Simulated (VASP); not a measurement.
Shape and ions are relaxed at each volume.

Energy against volume of Mg3Sb2 (a-la2o3). All values below come from revPBE GGA, VASP's PBE PAW potentials (set 64) (plane waves; VASP).

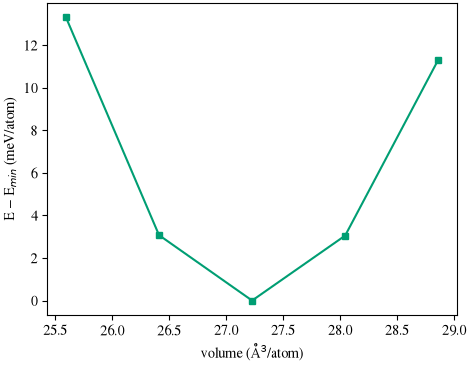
*Energy against volume*

Estimate the equilibrium volume and the bulk modulus.

The minimum lies near 27.2 Å³/atom, and the curvature gives B0 of about 40 GPa.

The compound is Mg3Sb2 in the a-la2o3 structure. It was relaxed first.
